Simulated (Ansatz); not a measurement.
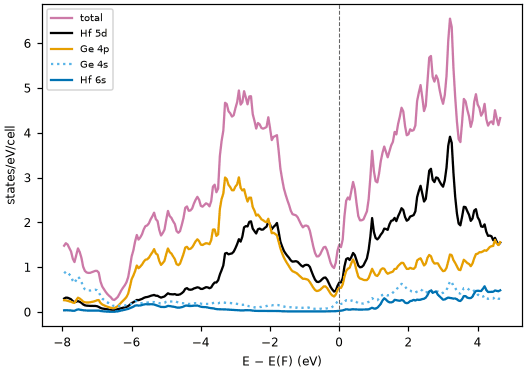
Total and projected density of states of HfGe$_{2}$ in space group Cmcm (No. 63; Hf on 4c, Ge on 4c, Ge on 4c), PBEsol (plane waves, PAW; program Ansatz)

**Question.** Which orbitals carry the states next to the Fermi level?

**Answer.** Within 0.5 eV of the Fermi level: Hf 5d 47 %, Ge 4p 38 %, Ge 4s 10 %. Projections are on Löwdin-orthogonalised atomic valence shells; empty p or d shells of many metals are not among them.

**Question.** Where is the tallest occupied peak in this window, and what makes it?

**Answer.** Near -2.9 eV, about 4.9 states/eV per cell; the largest projected share is Ge 4p.

The workflow started from a Materials Project entry (that database holds measured and hypothetical structures alike); the Crystallography Open Database files this formula in space group No. 63, but the cells were not matched. Whether it is the stable phase at ambient conditions was not checked. The cell was relaxed with PBEsol under the symmetry of its start; its stability against distortions is not shown here. No spin polarisation was allowed. Scalar-relativistic: spin–orbit coupling is off unless named, which matters more the heavier the elements.

Potentials: the later of the program's two PAW sets.
